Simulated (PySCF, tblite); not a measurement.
**C₆H₁₇AlO: geometry, infrared bands, NMR shifts and electronic excitations, part 1 of 2**

What infrared bands, NMR shifts and electronic excitations should C₆H₁₇AlO (`C[O+](C)[AlH2-][C](C)(C)C`) show?

The runs use tblite 0.8.0 and PySCF 2.14.0, with density-fitted response routines of our own; the level of theory stands in each step. All values are computed, except where a source is named. Atoms count from 0, in the outputs and in this text.

**1. The starting structure**

25 atoms, charge 0, multiplicity 1; geometry from: force field or distance geometry start.

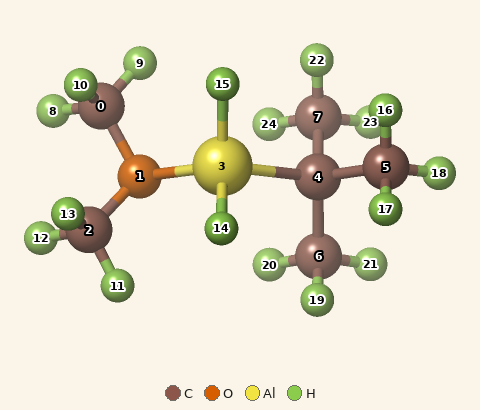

As it starts; carbon brown, oxygen orange, aluminium yellow, hydrogen green, atoms numbered; sticks join atoms by distance.

**2. Geometry optimisation with GFN2-xTB**

What the job is given:

```
{"job": {"kind": "relax", "xc": "GFN2-xTB", "basis": "xTB"}, "charge": 0, "multiplicity": 1}
C      2.066900    -1.579500    -0.798100
O      1.525700    -0.255700    -0.822300
C      2.602500     0.659500    -0.980300
Al     0.662300     0.089600     0.804600
C     -1.323800     0.246800     0.478200
C     -2.045600     0.502700     1.802300
C     -1.564500     1.426500    -0.493100
C     -1.825600    -1.052800    -0.154500
H      2.550400    -1.812400    -1.769000
H      1.234100    -2.321700    -0.680200
H      2.799700    -1.734000     0.017600
H      2.193600     1.698800    -1.029000
H      3.098600     0.491800    -1.947200
H      3.356700     0.600300    -0.170900
H      1.192200     1.454300     1.455800
H      0.914600    -1.110400     1.856900
H     -1.864000    -0.333100     2.515100
H     -1.675100     1.435800     2.275400
H     -3.136700     0.603100     1.650800
H     -1.186500     2.375100    -0.043400
H     -1.046100     1.261400    -1.451800
H     -2.652000     1.541500    -0.694900
H     -1.641100    -1.910600     0.532400
H     -2.930700    -1.002400    -0.354100
H     -1.316400    -1.250400    -1.121000
```

On the command line:

```bash
$ OMP_NUM_THREADS=1 python probes_run.py task.json out
```

One launch serves the whole session: the jobs run in the order shown.

Standard output:

```text
step      E/eV     max force
  0    -724.57520    2.392
  1    -724.78158    1.797
  2    -724.92868    0.921
  3    -724.97982    0.478
  4    -725.02025    0.359
  5    -725.03966    0.322
  6    -725.05686    0.262
  7    -725.06991    0.294
  8    -725.08181    0.290
  9    -725.09161    0.250
 10    -725.10117    0.269
 11    -725.11215    0.319
 12    -725.12367    0.274
 13    -725.13360    0.185
 14    -725.14323    0.201
 15    -725.15311    0.237
 16    -725.16086    0.234
 17    -725.16660    0.160
 18    -725.17104    0.165
 19    -725.17537    0.175
 20    -725.18077    0.189
 21    -725.18834    0.228
 22    -725.19840    0.257
 23    -725.20974    0.235
 24    -725.22043    0.173
 25    -725.22628    0.161
 26    -725.22868    0.280
 27    -725.23248    0.141
 28    -725.23813    0.095
 29    -725.24275    0.181
 30    -725.24703    0.180
 31    -725.25192    0.158
 32    -725.26221    0.177
 33    -725.27363    0.241
 34    -725.28182    0.220
 35    -725.28846    0.208
 36    -725.29521    0.181
 37    -725.30112    0.239
 38    -725.30571    0.234
 39    -725.30989    0.204
 40    -725.31491    0.255
 41    -725.31899    0.204
 42    -725.32337    0.137
 43    -725.32645    0.119
 44    -725.33044    0.174
 45    -725.33605    0.256
 46    -725.34099    0.279
 47    -725.34556    0.199
 48    -725.34789    0.079
 49    -725.34893    0.064
 50    -725.34948    0.070
 51    -725.35031    0.066
 52    -725.35064    0.033
 53    -725.35082    0.033
 54    -725.35100    0.040
 55    -725.35127    0.053
 56    -725.35155    0.039
 57    -725.35178    0.031
 58    -725.35196    0.032
 59    -725.35216    0.040
 60    -725.35237    0.037
 61    -725.35254    0.032
 62    -725.35264    0.022
 63    -725.35273    0.025
 64    -725.35284    0.030
 65    -725.35303    0.042
 66    -725.35327    0.047
 67    -725.35351    0.036
 68    -725.35370    0.026
 69    -725.35386    0.025
 70    -725.35402    0.032
 71    -725.35419    0.034
 72    -725.35436    0.030
 73    -725.35451    0.032
 74    -725.35468    0.038
 75    -725.35490    0.043
 76    -725.35520    0.048
 77    -725.35553    0.046
 78    -725.35589    0.035
 79    -725.35630    0.047
 80    -725.35684    0.052
 81    -725.35745    0.070
 82    -725.35790    0.060
 83    -725.35811    0.032
 84    -725.35821    0.036
 85    -725.35831    0.029
 86    -725.35850    0.033
 87    -725.35877    0.040
 88    -725.35912    0.039
 89    -725.35954    0.043
 90    -725.35993    0.043
 91    -725.36024    0.030
 92    -725.36045    0.026
 93    -725.36060    0.025
 94    -725.36071    0.024
 95    -725.36081    0.023
 96    -725.36093    0.031
 97    -725.36110    0.037
 98    -725.36129    0.030
 99    -725.36145    0.027
100    -725.36155    0.026
101    -725.36163    0.021
102    -725.36173    0.023
103    -725.36182    0.027
104    -725.36189    0.022
105    -725.36194    0.012
106    -725.36197    0.010
```

Wall time 0.88 s (1 thread of Arm Neoverse V2, shared host); peak memory 0.18 GiB.

Relaxation path: (not every step is listed)

```tsv
step	energy from step 0 (eV)	largest force (eV/Å)
0	0.0000	2.3919
1	-0.2064	1.7967
2	-0.3535	0.9214
3	-0.4046	0.4784
4	-0.4451	0.3594
5	-0.4645	0.3218
6	-0.4817	0.2623
7	-0.4947	0.2940
8	-0.5066	0.2903
17	-0.5914	0.1601
26	-0.6535	0.2802
35	-0.7133	0.2077
44	-0.7552	0.1736
53	-0.7756	0.0327
62	-0.7774	0.0220
71	-0.7790	0.0335
80	-0.7816	0.0519
89	-0.7843	0.0427
98	-0.7861	0.0302
101	-0.7864	0.0207
102	-0.7865	0.0234
103	-0.7866	0.0275
104	-0.7867	0.0221
105	-0.7867	0.0122
106	-0.7868	0.0098
```

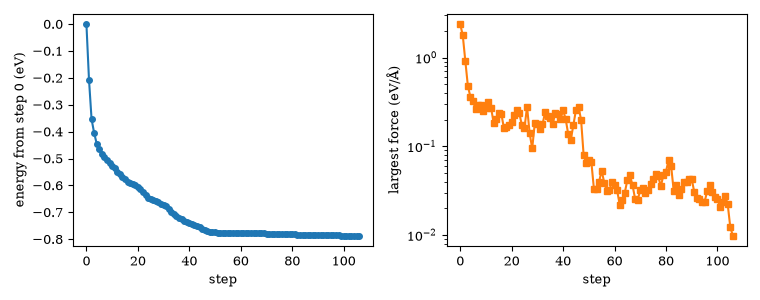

Energy and force, step by step.

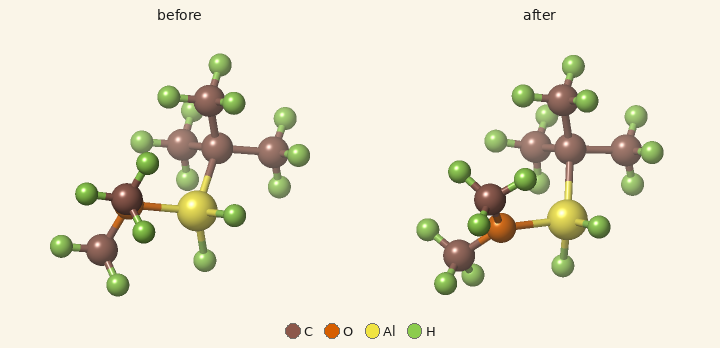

The geometry before (left) and after (right).

Distances of close pairs at the start and the end, largest changes first:

```tsv
bond	before (Å)	after (Å)	change (Å)
Al3–H15	1.616	1.569	-0.046
C0–H9	1.122	1.090	-0.031
C7–H23	1.124	1.093	-0.031
Al3–H14	1.602	1.572	-0.030
C2–H11	1.118	1.089	-0.029
O1–Al3	1.874	1.900	+0.026
Al3–C4	2.019	2.043	+0.025
C7–H22	1.114	1.091	-0.024
```

The next job starts from the end point, and lists it.

**3. Vibrational analysis with GFN2-xTB**

What the job is given:

```
{"job": {"kind": "ir", "xc": "GFN2-xTB", "basis": "xTB"}, "charge": 0, "multiplicity": 1}
C      1.920170    -1.514459    -0.677536
O      1.866873    -0.185624    -0.208761
C      2.674891     0.714264    -0.933393
Al     0.633564     0.193185     1.186219
C     -1.246657     0.152531     0.387105
C     -2.053807     0.428939     1.667214
C     -1.463389     1.337197    -0.566064
C     -1.810534    -1.119610    -0.259512
H      1.601368    -1.571448    -1.721852
H      1.232902    -2.084172    -0.051537
H      2.931564    -1.919146    -0.578574
H      2.529686     1.690660    -0.473592
H      2.369179     0.750692    -1.982947
H      3.728205     0.426209    -0.868902
H      1.186590     1.630331     1.501866
H      1.020004    -0.996236     2.134401
H     -1.915899    -0.384886     2.381532
H     -1.694085     1.345002     2.141563
H     -3.122792     0.538328     1.469937
H     -0.995316     2.233342    -0.151312
H     -1.015845     1.140505    -1.541367
H     -2.525004     1.545847    -0.714788
H     -1.660364    -1.977011     0.397708
H     -2.882828    -1.021898    -0.447264
H     -1.319410    -1.328395    -1.211090
```

Standard output:

```text
mode    cm-1     km/mol
  1      13.1      2.68
  2      28.0      1.41
  3      61.7      2.18
  4      75.7      0.56
  5     122.8      2.09
  6     179.5      1.80
  7     196.1      0.01
  8     210.5      0.03
  9     234.5      0.03
 10     242.9      0.22
 11     263.2      0.21
 12     276.4      4.00
 13     295.3      8.20
 14     318.5      2.83
 15     360.0      0.75
 16     376.2      1.66
 17     443.2      8.27
 18     467.5     97.70
 19     510.6      4.24
 20     540.1      2.17
 21     690.9    688.64
 22     761.5    401.19
 23     849.1      4.60
 24     934.2     54.82
 25     946.3      0.04
 26     959.1      0.41
 27     960.9      0.78
 28    1002.1      2.96
 29    1016.3      3.31
 30    1057.8      6.26
 31    1116.9      0.14
 32    1134.4     52.61
 33    1151.3      2.93
 34    1190.1      3.59
 35    1204.3      1.97
 36    1214.4      3.75
 37    1217.3      1.03
 38    1386.6     12.49
 39    1393.5      0.31
 40    1395.8      3.42
 41    1396.7      0.66
 42    1417.9      0.29
 43    1444.2      3.83
 44    1454.0     21.76
 45    1467.0      9.10
 46    1476.3      4.18
 47    1491.7      0.71
 48    1494.9      0.13
 49    1497.6      0.26
 50    1507.4      2.94
 51    1513.3      0.98
 52    1514.2      1.38
 53    1647.1    356.93
 54    1664.7    359.95
 55    2945.7     19.09
 56    2950.2      6.00
 57    2954.1    109.01
 58    2954.8      4.09
 59    2956.5      8.23
 60    2958.3    149.95
 61    2963.3     13.30
 62    2964.1      9.74
 63    2965.7    119.01
 64    2974.4     20.91
 65    2979.3     22.69
 66    2985.4    123.95
 67    2990.7     39.99
 68    3002.5      2.73
 69    3021.8      0.77
```

It took 1.1 s on 1 thread of Arm Neoverse V2, shared host; peak memory 0.18 GiB.

The strongest bands and the atoms that carry them (share of the mass-weighted mode):

```tsv
cm⁻¹	km/mol	atoms
691	688.6	H14 47 %, H15 37 %, Al3 12 %
762	401.2	H14 45 %, H15 44 %
1647	356.9	H14 96 %
1665	359.9	H15 96 %
2954	109.0	H13 24 %, H12 23 %
2958	149.9	H23 27 %, H17 23 %, H21 22 %
2966	119.0	H21 32 %, H19 26 %
2985	124.0	H20 54 %, H22 17 %, H24 14 %
```

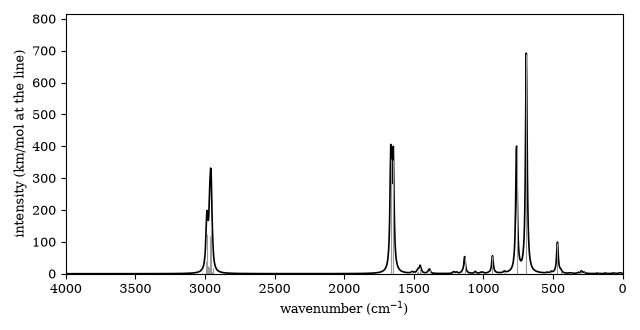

The infrared spectrum from these modes, unscaled. Lines are broadened to a width of 14 cm⁻¹ (Lorentzian).

**4. Geometry optimisation at PBE0-D3(BJ)/def2-SVP**

What the job is given:

```
{"job": {"xc": "PBE0", "basis": "def2-SVP", "d3": "d3bj", "grid": 1, "shake": 0.01, "kind": "geom"}, "charge": 0, "multiplicity": 1}
C      1.940580    -1.540020    -0.673360
O      1.861200    -0.190150    -0.210920
C      2.654690     0.711940    -0.942050
Al     0.666790     0.195440     1.182690
C     -1.249470     0.145850     0.376550
C     -2.057720     0.433760     1.664830
C     -1.453810     1.335200    -0.565820
C     -1.795080    -1.114160    -0.264560
H      1.599540    -1.566040    -1.702500
H      1.230210    -2.086610    -0.041510
H      2.922700    -1.922060    -0.569750
H      2.535490     1.691580    -0.466890
H      2.340900     0.760910    -1.992540
H      3.711520     0.428970    -0.861900
H      1.182140     1.619570     1.502130
H      1.019480    -0.982180     2.141880
H     -1.913960    -0.373770     2.379480
H     -1.703340     1.350840     2.147390
H     -3.124940     0.530500     1.472230
H     -1.020250     2.240240    -0.146400
H     -1.032230     1.141120    -1.551010
H     -2.517430     1.525510    -0.723930
H     -1.653270    -1.965450     0.376130
H     -2.887810    -1.018620    -0.453360
H     -1.303500    -1.340310    -1.207540
```

Standard output:

```text
step   0  E = -555.71897364  max force = 0.035072
step   1  E = -555.73028204  max force = 0.005378
step   2  E = -555.73098594  max force = 0.002509
step   3  E = -555.73132782  max force = 0.002081
step   4  E = -555.73162182  max force = 0.002208
step   5  E = -555.73184598  max force = 0.001214
step   6  E = -555.73196686  max force = 0.000932
step   7  E = -555.73201318  max force = 0.000739
step   8  E = -555.73205869  max force = 0.000606
step   9  E = -555.73207936  max force = 0.000437
step  10  E = -555.73209135  max force = 0.000353
optimisation converged
```

It took 3.4 min on 1 thread of Arm Neoverse V2, shared host; peak memory 1 GiB.

Along the way:

```tsv
step	energy from step 0 (eV)	largest force component (eV/Å)
0	0.0000	1.8035
1	-0.3077	0.2765
2	-0.3269	0.1290
3	-0.3362	0.1070
4	-0.3442	0.1135
5	-0.3503	0.0624
6	-0.3536	0.0479
7	-0.3548	0.0380
8	-0.3561	0.0312
9	-0.3566	0.0225
10	-0.3570	0.0182
```

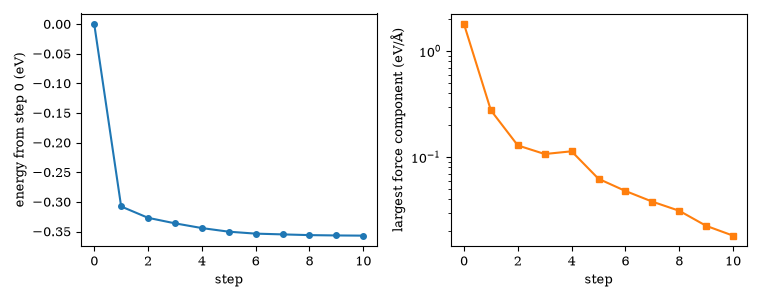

Energy and force, step by step.

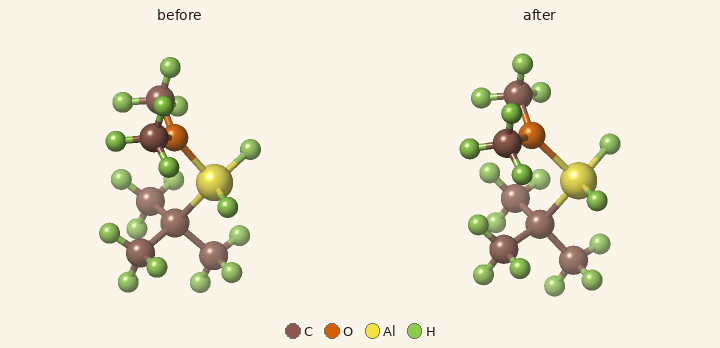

Before and after, at one scale.

Distances of close pairs at the start and the end, largest changes first:

```tsv
bond	before (Å)	after (Å)	change (Å)
O1–Al3	1.875	2.006	+0.131
Al3–C4	2.080	2.002	-0.078
Al3–H14	1.548	1.609	+0.061
Al3–H15	1.559	1.609	+0.050
C0–H10	1.059	1.102	+0.043
C7–H22	1.075	1.103	+0.028
C5–H18	1.089	1.109	+0.020
C0–H8	1.084	1.102	+0.017
```

The next job starts from the end point, and lists it.

```tsv
at the end point	value
point group (found at 0.08 Å tolerance)	Cs
rotational constants (GHz, main isotopes)	2.422, 0.975, 0.962
dipole moment (D)	5.17
```

**5. Nuclear shieldings: PBE0/pcSseg-1**

What the job is given:

```
{"job": {"kind": "nmr", "xc": "PBE0", "basis": "pcSseg-1"}, "charge": 0, "multiplicity": 1}
C      2.000931    -1.622563    -0.748901
O      1.783836    -0.303144    -0.279414
C      2.354030     0.715632    -1.082740
Al     0.623837     0.095540     1.307871
C     -1.210115     0.245703     0.520326
C     -2.162538     0.551322     1.680444
C     -1.276954     1.382424    -0.499805
C     -1.632346    -1.062607    -0.148014
H      1.530711    -1.759008    -1.735997
H      1.547379    -2.305110    -0.020283
H      3.082139    -1.822244    -0.818643
H      2.144597     1.672703    -0.590203
H      1.905769     0.704585    -2.089207
H      3.443625     0.568476    -1.156894
H      1.320897     1.476816     1.748352
H      0.930112    -1.246417     2.141210
H     -2.162393    -0.250913     2.438539
H     -1.902391     1.493001     2.194161
H     -3.207851     0.657444     1.325969
H     -0.981905     2.350540    -0.061073
H     -0.620740     1.200181    -1.369299
H     -2.303311     1.506045    -0.900592
H     -1.585786    -1.918129     0.546901
H     -2.673234    -1.006250    -0.525715
H     -0.996692    -1.307874    -1.017224
```

With the program's defaults for keys left out, this is: GIAO PBE0/pcSseg-1 NMR shielding, non-relativistic, gas phase.

Standard output:

```text
coarse grid: 19768 points
cycle   1  E = -555.8263141207  dE =  3.592e-01  |g| = 5.726e-01  |ddm| = 4.050e+00
cycle   2  E = -555.7769475124  dE =  4.937e-02  |g| = 7.499e-01  |ddm| = 1.227e+00
cycle   3  E = -555.9066793845  dE = -1.297e-01  |g| = 7.362e-02  |ddm| = 7.486e-01
cycle   4  E = -555.9075874306  dE = -9.080e-04  |g| = 3.185e-02  |ddm| = 7.358e-02
cycle   5  E = -555.9077919446  dE = -2.045e-04  |g| = 7.449e-03  |ddm| = 2.547e-02
cycle   6  E = -555.9078024220  dE = -1.048e-05  |g| = 2.709e-03  |ddm| = 8.824e-03
cycle   7  E = -555.9078040232  dE = -1.601e-06  |g| = 3.912e-04  |ddm| = 2.301e-03
final grid: 181672 points
cycle   8  E = -555.9673183564  dE = -5.312e-05  |g| = 1.307e-02  |ddm| = 3.758e-02
cycle   9  E = -555.9672892490  dE =  2.911e-05  |g| = 1.791e-02  |ddm| = 2.216e-02
cycle  10  E = -555.9673547156  dE = -6.547e-05  |g| = 1.529e-03  |ddm| = 1.281e-02
cycle  11  E = -555.9673552167  dE = -5.011e-07  |g| = 2.047e-04  |ddm| = 1.309e-03
cycle  12  E = -555.9673552235  dE = -6.787e-09  |g| = 9.927e-05  |ddm| = 2.763e-04
cycle  13  E = -555.9673552257  dE = -2.170e-09  |g| = 2.574e-05  |ddm| = 1.084e-04
cycle  14  E = -555.9673552258  dE = -1.464e-10  |g| = 4.831e-06  |ddm| = 2.824e-05
converged SCF energy = -555.9673552258

GIAO shielding tensors (ppm)
atom      isotropic    diamagn.    paramagn.     s11        s22        s33       span
  0 C      120.532     245.203    -124.671     89.394     92.262    179.940     90.546
  1 O      330.428     403.995     -73.567    299.644    328.551    363.089     63.445
  2 C      120.504     245.166    -124.662     89.284     92.214    180.012     90.727
  3 Al     383.382     798.482    -415.100    374.684    383.232    392.228     17.545
  4 C      170.671     246.899     -76.228    162.848    170.997    178.169     15.321
  5 C      158.203     246.825     -88.622    142.967    144.446    187.196     44.228
  6 C      153.866     249.783     -95.917    137.158    141.733    182.707     45.549
  7 C      153.872     249.784     -95.912    137.120    141.812    182.685     45.565
  8 H       27.952      30.411      -2.459     23.979     26.450     33.425      9.446
  9 H       26.922      30.459      -3.536     22.885     26.146     31.736      8.851
 10 H       27.990      27.925       0.065     24.242     25.204     34.525     10.283
 11 H       26.922      30.435      -3.513     22.876     26.127     31.764      8.889
 12 H       27.951      30.385      -2.434     23.983     26.424     33.446      9.463
 13 H       27.979      27.899       0.080     24.224     25.194     34.518     10.295
 14 H       27.154      32.094      -4.940     23.828     26.272     31.362      7.534
 15 H       27.153      32.086      -4.933     23.822     26.274     31.362      7.540
 16 H       30.291      30.378      -0.087     25.906     27.885     37.082     11.176
 17 H       30.288      30.383      -0.095     25.880     27.906     37.079     11.198
 18 H       30.742      30.132       0.610     27.554     28.044     36.628      9.074
 19 H       30.005      32.569      -2.564     26.441     27.410     36.164      9.723
 20 H       30.481      34.293      -3.812     25.724     29.862     35.859     10.135
 21 H       30.593      32.029      -1.436     27.372     28.085     36.321      8.949
 22 H       29.993      32.566      -2.573     26.382     27.455     36.141      9.759
 23 H       30.592      32.020      -1.429     27.353     28.097     36.326      8.973
 24 H       30.484      34.277      -3.793     25.775     29.828     35.851     10.076
```

Run time: 40 s. Hardware: 1 thread of Arm Neoverse V2, shared host; peak memory 1.2 GiB.

Shifts follow as δ = σ(reference) − σ, with reference shieldings (ppm) from runs at the same level and on the same kind of geometry: 1H TMS 31.27, 13C TMS 184.4, 17O H2O 334.6, 27Al AlH4- 489.3. The references are single molecules in the gas phase, so shifts against H2O, NH3, PH3, H3PO4 or CFCl3 are not on the usual liquid scales and can be off by tens of ppm. Shifts against hydride references such as AlH4− lie on their own scale. Atoms listed in one row are averaged.

```tsv
atoms	environment	σ (ppm)	δ (ppm)
C0, C2	methyl carbon bonded to O	120.5	63.9
C5, C6, C7	methyl carbon	155.3	29.1
C4	fully substituted sp3 carbon bonded to Al	170.7	13.7
H14, H15	hydrogen on an aluminium bonded to C, O	27.15	4.11
H8, H9, H10, H11, H12, H13	hydrogen on a methyl carbon bonded to O	27.62	3.65
H16, H17, H18, H19, H20 and 4 more	hydrogen on a methyl carbon	30.39	0.88
O1	donor oxygen of a Lewis adduct	330.4	4.1
Al3	aluminium bonded to C, O, 2 H	383.4	105.9
```

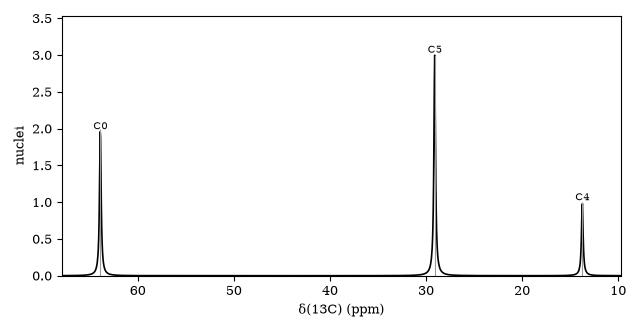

13C lines at the computed shifts, without couplings. Lines are broadened to a width of 0.20 ppm (Lorentzian).

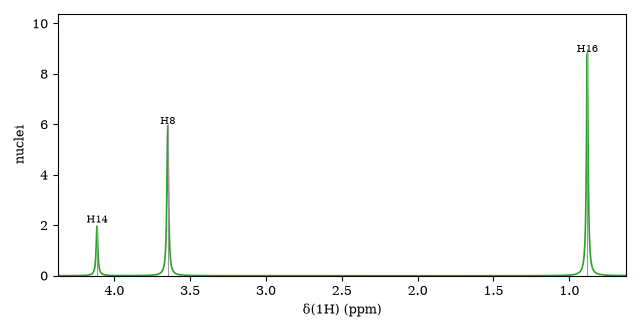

1H lines at the computed shifts, without couplings. Lines are broadened to a width of 0.01 ppm (Lorentzian).

The run also stored atomic charges by several schemes (e):

```tsv
atoms	Mulliken	IAO	Hirshfeld	ESP fit
C0, C2	-0.03	-0.20	-0.01	-0.31
O1	-0.64	-0.31	-0.04	0.01
Al3	0.87	0.61	0.34	0.51
C4	-0.76	-0.28	-0.12	0.40
C5, C6, C7	-0.21	-0.39	-0.12	-0.42
```

IAO charges:

C0 -0.20; O1 -0.31; C2 -0.20; Al3 0.61; C4 -0.28; C5 -0.40; C6 -0.39; C7 -0.39; H8 0.14; H9 0.18; H10 0.15; H11 0.18; H12 0.14; H13 0.15; H14 -0.23; H15 -0.23; H16 0.13; H17 0.13; H18 0.12; H19 0.13; H20 0.11; H21 0.12; H22 0.13; H23 0.12; H24 0.11

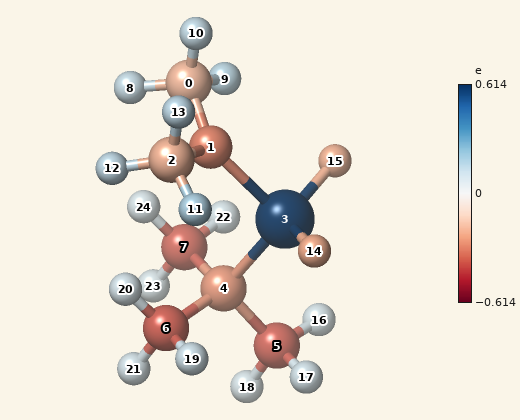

IAO charges, as colours on the atoms.

Mayer bond orders: C0–O1 0.84, O1–C2 0.84, O1–Al3 0.24, Al3–C4 0.72, C4–C5 1.01, C4–C6 1.02, C4–C7 1.02.

(Continued in part 2 of 2.)
